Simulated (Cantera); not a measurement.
Input: 1 mol Si, 0.3 mol CO₂, 320 mol N₂, 0.32 mol H₂O, equilibrated at 10000 Pa.

Method: chemical equilibrium by Gibbs-energy minimisation in Cantera with the NASA 1993 tables (ideal gas, pure condensed phases). Candidate condensed phases: C, C₆H₆, C₇H₈, C₈H₁₈, H₂O, Si, SiC, SiO₂, Si₂N₂O, Si₃N₄; 151 gas species. N₂ is the only nitrogen source here; it is nearly inert below about 1500 K, so the nitride shown seldom forms there in practice. Mutual solubility and eutectic melting of coexisting phases are not modelled. The tables hold silica as quartz up to 1696 K and as liquid above; real silica turns to tridymite and cristobalite and melts near 1996 K. The numbers say what is thermodynamically allowed, not how fast it happens.

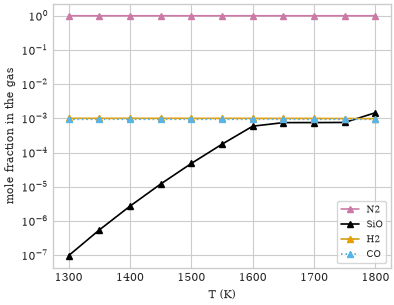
Figure. Equilibrium gas composition (values under 1e-9 drawn at 1e-9)

Task: Read off the mole fractions at 1400 K.

Result: N₂ about 1.00, H₂ about 0.00100, CO about 0.00094, SiO about 2.7e-6.
